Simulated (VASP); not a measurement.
# Lattice of CrO2 across functionals and dispersion corrections

Aim: relax CrO2 at several levels and hold each cell against experiment. The levels: LDA, PBEsol, PBE, r2SCAN, PBE + D3(BJ), r2SCAN + rVV10, AM05 and revPBE + D3(BJ). The start is a cell from a database of measured crystal structures.

Method: LDA, DFT+U (Cr d 4 eV), spin-polarised from a ferromagnetic start; plane waves and PAW (Cr_pv, O), in the first sound run; inputs show where later runs differ, in VASP 6.6.1.

Experimental background.

For CrO2, rutile (micro rod powder annealed at 395 C in sealed tube), “Spin-dependent Transport Properties of CrO2 Micro Rod” (2014, pmc:6223964) gives, by powder XRD, Rietveld refinement: lattice constant a (a = b, tetragonal cell) 4.423 Å; lattice constant c (c, tetragonal cell) 2.918 Å.

Report form: the programs' logs are mostly left out.

**1. Set-up**

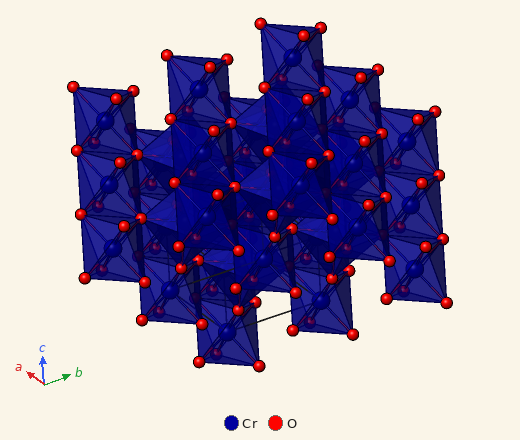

The cell as given, from a free direction (chromium blue, oxygen red). 2×2×2 cells are drawn. Some periodic images of atoms are drawn too.

**2. Magnetic order: ferromagnetic**

The properties of a magnet depend on its order, so a few collinear patterns are compared first on the cell as listed, beginning with all moments parallel. LDA, the lowest rung, knows the local density alone. A Hubbard U penalises fractional filling of the localised shell, which semilocal functionals favour.

File INCAR:

```
SYSTEM = CrO2
PREC = Accurate
ENCUT = 520
EDIFF = 1E-06
NELM = 100
ISMEAR = -1
SIGMA = 0.05
LREAL = .FALSE.
ALGO = Normal
GGA = CA
NBANDS = 37
ISPIN = 2
MAGMOM = 3 3 0 0 0 0
LDAU = .TRUE.
LDAUTYPE = 2
LDAUL = 2 -1
LDAUU = 4 0
LDAUJ = 0 0
LDAUPRINT = 1
LASPH = .TRUE.
LMAXMIX = 4
LORBIT = 11
LWAVE = .FALSE.
LCHARG = .FALSE.
KPAR = 8
ISIF = 2
```

File POSCAR:

```
CrO2
1.0
    4.4210000000      0.0000000000      0.0000000000
    0.0000000000      4.4210000000      0.0000000000
    0.0000000000      0.0000000000      2.9170000000
Cr O
2 4
Direct
    0.0000000000      0.0000000000      0.0000000000
    0.5000000000      0.5000000000      0.5000000000
    0.3010000000      0.3010000000      0.0000000000
    0.1990000000      0.8010000000      0.5000000000
    0.6990000000      0.6990000000      0.0000000000
    0.8010000000      0.1990000000      0.5000000000
```

File KPOINTS:

```
Automatic mesh
0
Gamma
5 5 8
0 0 0
```

The projector-augmented-wave data sets are Cr_pv and O (PBE family, release 64).

Run with:

```
> mpirun -np 8 vasp_std
```

It took 12 s on 8 MPI ranks of Intel Xeon 6975P-C (Granite Rapids), shared host; peak memory 1.9 GiB.

The k-mesh is coarse for a metal. The PAW data sets were made with PBE, though LDA sets exist; this is a small mismatch. At this level the cell is under a tension of 4.8 GPa, so at these settings it is away from equilibrium.

This step gave:

```yaml
scf_cycles: 19
electrons: 48
bands: 37
irreducible_k_points: 30
symmetry_operations: 16
free_energy_toten: -48.95 eV
energy_at_zero_smearing: -48.95 eV
fermi_energy: 4.985 eV
pressure: -4.811 GPa
moment_of_the_cell_from_the_last_line_of_the_log: 4 μB
metallic: yes
```

Spin moment in the PAW sphere by atom:

| atom | spin moment in the PAW sphere (μB) |
| --- | --- |
| Cr1 | 2.32 |
| Cr2 | 2.32 |
| O3 | -0.17 |
| O4 | -0.17 |
| O5 | -0.17 |
| O6 | -0.17 |

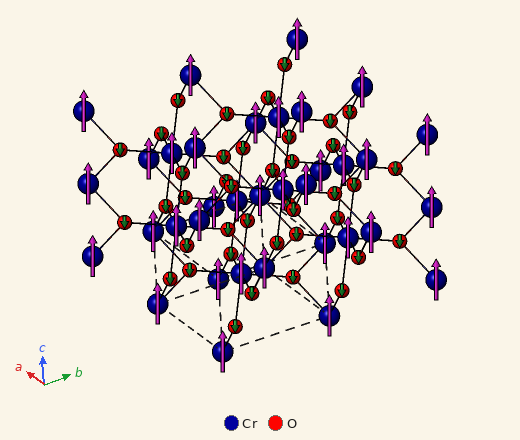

Spin moment in the PAW sphere as arrows, the longest 2.32 μB. Up and down stand for the sign. Arrows give size and sign along the axis of quantisation, drawn up and down the page. Each arrow also spans its atom, so small moments look longer than they are. The two directions have two colours. 2×2×2 cells are drawn. Some periodic images of atoms are drawn too.

The run ends ferromagnetic with a largest moment of 2.32 μB, and the mesh shows no gap.

**3. Magnetic order: antiferromagnetic within the cell**

This step: LDA, DFT+U (Cr d 4 eV), spin-polarised from an antiferromagnetic start; plane waves and PAW (Cr_pv, O) (VASP 6.6.1).

Next, a pattern with opposite moments.

Changes to INCAR since step 2:

```diff
@@ -10,5 +10,5 @@
 GGA = CA
-NBANDS = 37
+NBANDS = 33
 ISPIN = 2
-MAGMOM = 3 3 0 0 0 0
+MAGMOM = 3 -3 0 0 0 0
 LDAU = .TRUE.
```

POSCAR is that of step 2.

KPOINTS is that of step 2.

Run with:

```
> mpirun -np 8 vasp_std
```

Elapsed: 11 s, on 8 MPI ranks; peak memory 1.8 GiB; 65 s of CPU time.

The gap is read on the k-mesh alone, so it is an upper bound where the band edges lie off the mesh. At this level the cell is under a tension of 5.3 GPa, so at these settings it is away from equilibrium.

Numbers from this step:

| Item | Value |
| --- | --- |
| SCF cycles | 18 |
| bands | 33 |
| free energy (TOTEN) | -48.60 eV |
| energy at zero smearing | -48.60 eV |
| Fermi energy | 5.115 eV |
| pressure | -5.262 GPa |
| metallic | no |
| valence top at k | 0, 0, 0.5 |
| conduction bottom at k | 0.4, 0, 0.5 |
| least direct gap at k | 0.2, 0.2, 0.5 |
| gap on the k-mesh | 0.1014 eV |
| least direct gap on the k-mesh | 0.5888 eV |

Spin moment in the PAW sphere by atom:

| atom | spin moment in the PAW sphere (μB) |
| --- | --- |
| Cr1 | 2.01 |
| Cr2 | -2.01 |
| O3 | -0.01 |
| O4 | 0.01 |
| O5 | -0.01 |
| O6 | 0.01 |

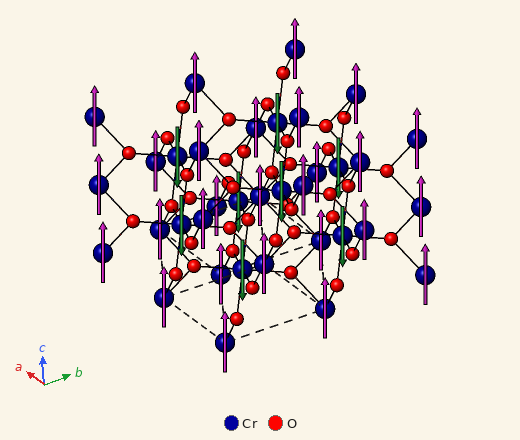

Spin moment in the PAW sphere as arrows, the longest 2.01 μB. Up and down stand for the sign. Arrows give size and sign along the axis of quantisation, drawn up and down the page. The two directions have two colours. 2×2×2 cells are drawn. Some periodic images of atoms are drawn too.

Force by atom:

| atom | x (eV/Å) | y (eV/Å) | z (eV/Å) | size |
| --- | --- | --- | --- | --- |
| Cr1 | 0.000 | 0.000 | 0.000 | 0.000 |
| Cr2 | 0.000 | 0.000 | 0.000 | 0.000 |
| O3 | -0.155 | -0.155 | 0.000 | 0.219 |
| O4 | 0.155 | -0.155 | 0.000 | 0.219 |
| O5 | 0.155 | 0.155 | 0.000 | 0.219 |
| O6 | -0.155 | 0.155 | 0.000 | 0.219 |

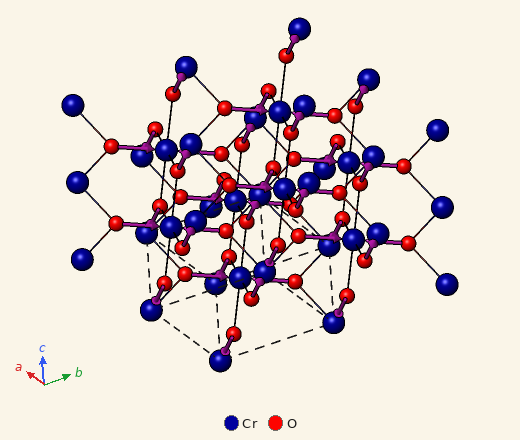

Force as arrows, the longest 0.219 eV/Å. 2×2×2 cells are drawn. Some periodic images of atoms are drawn too.

The energy lies +57.4 meV an atom from the first pattern. The run ends antiferromagnetic with a largest moment of 2.01 μB, and the mesh shows a gap of 0.10 eV.

**4. Magnetic order: antiferromagnetic, q = (0, 0, 1/2)**

System of this step: CrO2. The structure is tetragonal, space group P4_2/mnm (No. 136). The conventional cell has a = 4.421 Å, b = 4.421 Å, c = 2.917 Å, α = 90.00°, β = 90.00°, γ = 90.00°. Nearest to Cr lie 6 O at 1.88 to 1.92 Å. Nearest to O lie 3 Cr at 1.88 to 1.92 Å. Farther neighbours and most contacts between anions are not listed.

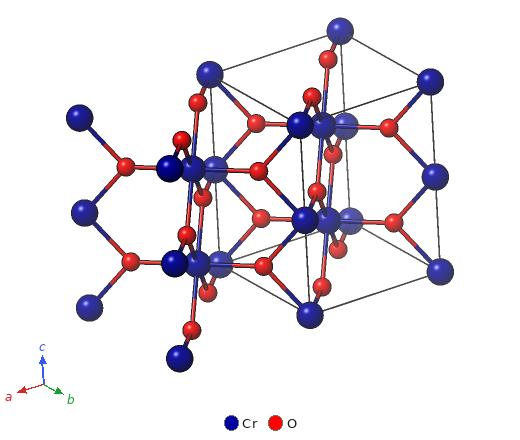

The cell of this step (chromium blue, oxygen red). 2×1×1 cells are drawn. Some periodic images of atoms are drawn too.

Next, a pattern with opposite moments, which needs a doubled cell; q is given in the reciprocal vectors of the primitive cell.

Changes to INCAR since step 3:

```diff
@@ -10,5 +10,5 @@
 GGA = CA
-NBANDS = 33
+NBANDS = 66
 ISPIN = 2
-MAGMOM = 3 -3 0 0 0 0
+MAGMOM = 3 -3 3 -3 0 0 0 0 0 0 0 0
 LDAU = .TRUE.
```

File POSCAR:

```
CrO2
1.0
    4.4210000000      0.0000000000      0.0000000000
    0.0000000000      4.4210000000      0.0000000000
    0.0000000000      0.0000000000      5.8340000000
Cr O
4 8
Direct
    0.0000000000      0.0000000000      0.0000000000
    0.0000000000      0.0000000000      0.5000000000
    0.5000000000      0.5000000000      0.2500000000
    0.5000000000      0.5000000000      0.7500000000
    0.3010000000      0.3010000000      0.0000000000
    0.3010000000      0.3010000000      0.5000000000
    0.1990000000      0.8010000000      0.2500000000
    0.1990000000      0.8010000000      0.7500000000
    0.6990000000      0.6990000000      0.0000000000
    0.6990000000      0.6990000000      0.5000000000
    0.8010000000      0.1990000000      0.2500000000
    0.8010000000      0.1990000000      0.7500000000
```

File KPOINTS:

```
Automatic mesh
0
Gamma
5 5 4
0 0 0
```

Run with:

```
> mpirun -np 8 vasp_std
```

Elapsed: 40 s, on 8 MPI ranks; peak memory 2.6 GiB; 4.3 min of CPU time.

At this level the cell is under a tension of 5.4 GPa, so at these settings it is away from equilibrium.

Numbers from this step:

```
SCF cycles                     : 19
electrons                      : 96
bands                          : 66
irreducible k-points           : 18
symmetry operations            : 8
free energy (TOTEN)            : -97.3862 eV
energy at zero smearing        : -97.3846 eV
Fermi energy                   : 4.859 eV
pressure                       : -5.353 GPa
conduction bottom at k         : 0, 0, 0.5
least direct gap at k          : 0, 0, 0.5
gap on the k-mesh              : 0.1424 eV
least direct gap on the k-mesh : 0.1424 eV
```

Spin moment in the PAW sphere by atom:

| atom | spin moment in the PAW sphere (μB) |
| --- | --- |
| Cr1 | 2.07 |
| Cr2 | -2.07 |
| Cr3 | 2.07 |
| Cr4 | -2.07 |
| O5 | -0.06 |
| O6 | 0.06 |
| O7 | -0.06 |
| O8 | 0.06 |
| O9 | -0.06 |
| O10 | 0.06 |
| O11 | -0.06 |
| O12 | 0.06 |

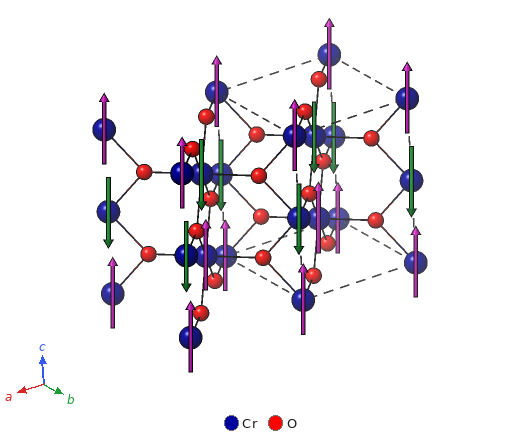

Spin moment in the PAW sphere as arrows, the longest 2.07 μB. Up and down stand for the sign. Arrows give size and sign along the axis of quantisation, drawn up and down the page. The two directions have two colours. 2×1×1 cells are drawn. Some periodic images of atoms are drawn too.

Force by atom:

| atom | x (eV/Å) | y (eV/Å) | z (eV/Å) | size |
| --- | --- | --- | --- | --- |
| Cr1 | 0.000 | 0.000 | 0.300 | 0.300 |
| Cr2 | 0.000 | 0.000 | 0.300 | 0.300 |
| Cr3 | 0.000 | 0.000 | -0.300 | 0.300 |
| Cr4 | 0.000 | 0.000 | -0.300 | 0.300 |
| O5 | -0.248 | -0.248 | -0.044 | 0.353 |
| O6 | -0.248 | -0.248 | -0.044 | 0.353 |
| O7 | 0.248 | -0.248 | 0.044 | 0.353 |
| O8 | 0.248 | -0.248 | 0.044 | 0.353 |
| O9 | 0.248 | 0.248 | -0.044 | 0.353 |
| O10 | 0.248 | 0.248 | -0.044 | 0.353 |
| O11 | -0.248 | 0.248 | 0.044 | 0.353 |
| O12 | -0.248 | 0.248 | 0.044 | 0.353 |

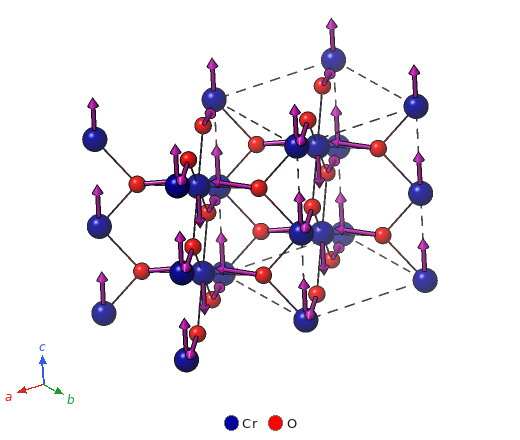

Force as arrows, the longest 0.353 eV/Å. 2×1×1 cells are drawn. Some periodic images of atoms are drawn too.

The energy lies +42.6 meV an atom from the first pattern. The run ends antiferromagnetic with a largest moment of 2.07 μB, and the mesh shows a gap of 0.14 eV.

**5. Magnetic order: antiferromagnetic, q = (1/2, 1/2, 1/2)**

INCAR is that of step 4.

File POSCAR:

```
CrO2
1.0
    8.8420000000      0.0000000000      0.0000000000
    4.4210000000      4.4210000000      0.0000000000
    4.4210000000      0.0000000000      2.9170000000
Cr O
4 8
Direct
    0.0000000000      0.0000000000      0.0000000000
    0.5000000000      0.0000000000      0.0000000000
    0.7500000000      0.5000000000      0.5000000000
    0.2500000000      0.5000000000      0.5000000000
    0.0000000000      0.3010000000      0.0000000000
    0.5000000000      0.3010000000      0.0000000000
    0.4490000000      0.8010000000      0.5000000000
    0.9490000000      0.8010000000      0.5000000000
    0.0000000000      0.6990000000      0.0000000000
    0.5000000000      0.6990000000      0.0000000000
    0.0510000000      0.1990000000      0.5000000000
    0.5510000000      0.1990000000      0.5000000000
```

File KPOINTS:

```
Automatic mesh
0
Gamma
8 8 8
0 0 0
```

Run with:

```
> mpirun -np 8 vasp_std
```

Elapsed: 3.5 min, on 8 MPI ranks; peak memory 5.8 GiB.

This step gave:

```
irreducible k-points           : 59
free energy (TOTEN)            : -97.4250 eV
energy at zero smearing        : -97.4246 eV
Fermi energy                   : 4.848 eV
pressure                       : -5.337 GPa
valence top at k               : 0, 0, 0
conduction bottom at k         : 0, 0, 0
least direct gap at k          : 0, 0, 0
gap on the k-mesh              : 0.2634 eV
least direct gap on the k-mesh : 0.2634 eV
```

Force by atom:

| atom | x (eV/Å) | y (eV/Å) | z (eV/Å) | size |
| --- | --- | --- | --- | --- |
| Cr1 | 0.000 | 0.000 | -0.003 | 0.003 |
| Cr2 | 0.000 | 0.000 | -0.003 | 0.003 |
| Cr3 | 0.000 | 0.000 | -0.003 | 0.003 |
| Cr4 | 0.000 | 0.000 | -0.003 | 0.003 |
| O5 | -0.234 | -0.234 | 0.002 | 0.331 |
| O6 | -0.234 | -0.234 | 0.002 | 0.331 |
| O7 | 0.234 | -0.234 | 0.002 | 0.331 |
| O8 | 0.234 | -0.234 | 0.002 | 0.331 |
| O9 | 0.234 | 0.234 | 0.002 | 0.331 |
| O10 | 0.234 | 0.234 | 0.002 | 0.331 |
| O11 | -0.234 | 0.234 | 0.002 | 0.331 |
| O12 | -0.234 | 0.234 | 0.002 | 0.331 |

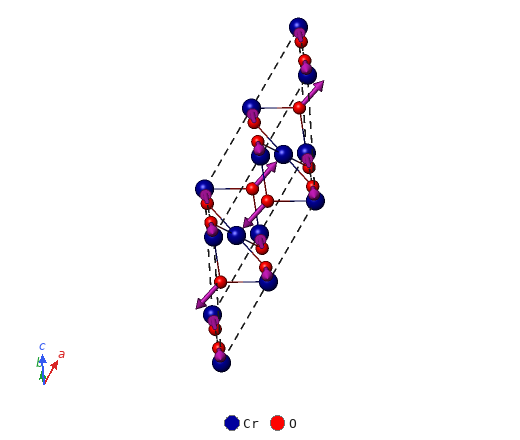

Force as arrows, the longest 0.331 eV/Å. Some periodic images of atoms are drawn too.

The energy lies +39.2 meV an atom from the first pattern. The run ends antiferromagnetic with a largest moment of 2.08 μB, and the mesh shows a gap of 0.26 eV.

**6. Magnetic order: antiferromagnetic, q = (1/2, 1/2, 0)**

INCAR is that of step 5.

File POSCAR:

```
CrO2
1.0
    8.8420000000      0.0000000000      0.0000000000
    4.4210000000      4.4210000000      0.0000000000
    0.0000000000      0.0000000000      2.9170000000
Cr O
4 8
Direct
    0.0000000000      0.0000000000      0.0000000000
    0.5000000000      0.0000000000      0.0000000000
    0.0000000000      0.5000000000      0.5000000000
    0.5000000000      0.5000000000      0.5000000000
    0.0000000000      0.3010000000      0.0000000000
    0.5000000000      0.3010000000      0.0000000000
    0.6990000000      0.8010000000      0.5000000000
    0.1990000000      0.8010000000      0.5000000000
    0.0000000000      0.6990000000      0.0000000000
    0.5000000000      0.6990000000      0.0000000000
    0.3010000000      0.1990000000      0.5000000000
    0.8010000000      0.1990000000      0.5000000000
```

File KPOINTS:

```
Automatic mesh
0
Gamma
5 5 8
0 0 0
```

Run with:

```
> mpirun -np 8 vasp_std
```

Elapsed: 95 s, on 8 MPI ranks; peak memory 4.5 GiB; 10 min of CPU time.

Numbers from this step:

* irreducible k-points: 45
* free energy (TOTEN): -97.4328 eV
* energy at zero smearing: -97.4320 eV
* Fermi energy: 4.979 eV
* pressure: -5.285 GPa
* valence top at k: 0.4, 0, 0.5
* conduction bottom at k: 0.4, 0, 0.375
* least direct gap at k: 0.4, 0, 0.375
* gap on the k-mesh: 0.3262 eV
* least direct gap on the k-mesh: 0.5081 eV

Spin moment in the PAW sphere by atom:

| atom | spin moment in the PAW sphere (μB) |
| --- | --- |
| Cr1 | 2.18 |
| Cr2 | -2.18 |
| Cr3 | 2.04 |
| Cr4 | -2.04 |
| O5 | -0.09 |
| O6 | 0.09 |
| O7 | -0.02 |
| O8 | 0.02 |
| O9 | -0.09 |
| O10 | 0.09 |
| O11 | -0.02 |
| O12 | 0.02 |

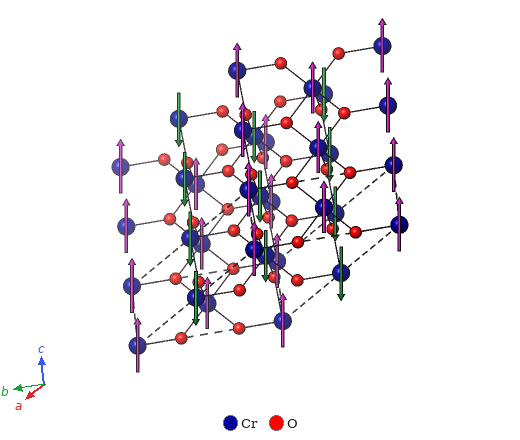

Spin moment in the PAW sphere as arrows, the longest 2.18 μB. Up and down stand for the sign. Arrows give size and sign along the axis of quantisation, drawn up and down the page. The two directions have two colours. 1×1×3 cells are drawn. Some periodic images of atoms are drawn too.

Force by atom:

| atom | x (eV/Å) | y (eV/Å) | z (eV/Å) | size |
| --- | --- | --- | --- | --- |
| Cr1 | 0.000 | 0.000 | 0.000 | 0.000 |
| Cr2 | 0.000 | 0.000 | 0.000 | 0.000 |
| Cr3 | 0.000 | 0.000 | 0.000 | 0.000 |
| Cr4 | 0.000 | 0.000 | 0.000 | 0.000 |
| O5 | -0.026 | -0.026 | 0.000 | 0.037 |
| O6 | -0.026 | -0.026 | 0.000 | 0.037 |
| O7 | 0.260 | -0.260 | 0.000 | 0.367 |
| O8 | 0.260 | -0.260 | 0.000 | 0.367 |
| O9 | 0.026 | 0.026 | 0.000 | 0.037 |
| O10 | 0.026 | 0.026 | 0.000 | 0.037 |
| O11 | -0.260 | 0.260 | 0.000 | 0.367 |
| O12 | -0.260 | 0.260 | 0.000 | 0.367 |

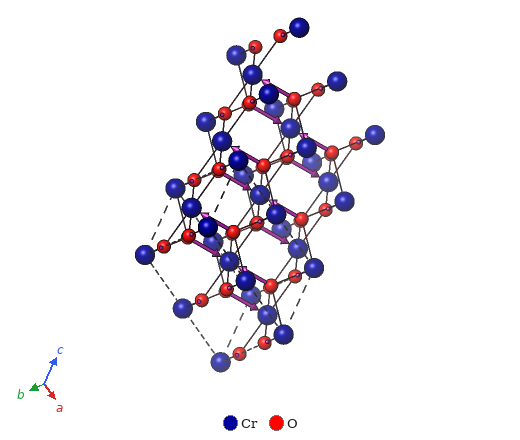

Force as arrows, the longest 0.367 eV/Å. 1×1×3 cells are drawn. Some periodic images of atoms are drawn too.

The energy lies +38.6 meV an atom from the first pattern. The run ends antiferromagnetic with a largest moment of 2.18 μB, and the mesh shows a gap of 0.33 eV.

**7. The orders side by side**

This step: collinear orders at LDA, DFT+U (Cr d 4 eV); plane waves and PAW (VASP 6.6.1).

Derived from the runs above.

Patterns, by row:

| start | atoms | energy less that of the first (meV/atom) | largest site moment (μB) | end state |
| --- | --- | --- | --- | --- |
| ferromagnetic | 6 | 0 | 2.32 | ferromagnetic |
| antiferromagnetic within the cell | 6 | 57.4 | 2.01 | antiferromagnetic |
| antiferromagnetic, q = (0, 0, 1/2) | 12 | 42.6 | 2.07 | antiferromagnetic |
| antiferromagnetic, q = (1/2, 1/2, 1/2) | 12 | 39.2 | 2.08 | antiferromagnetic |
| antiferromagnetic, q = (1/2, 1/2, 0) | 12 | 38.6 | 2.18 | antiferromagnetic |

The session goes on in the lowest magnetic state found: ferromagnetic. The next one lies 38.6 meV an atom higher. The search used LDA + U; the runs below name their own level.

(Continued in part 2 of 3.)

[Lines on the potential files, build, host, timing and source positions are cut from VASP's logs without a mark.]

[Logs are printed without paths, hosts, clocks, repeated set-up lines and the standing remarks that a program may print on its own settings, such as how far it seeks lower states.]

[Hosts, paths, dates, database ids (printed as entryN), source tags and the programs' standing remarks are cut or masked in the printed files.]

[A measured line is paired with the nearest computed mode of its activity, which favours agreement.]

[In band tables of VASP the shares of atoms and orbitals are scaled to a sum of 1 inside the atoms' spheres.]
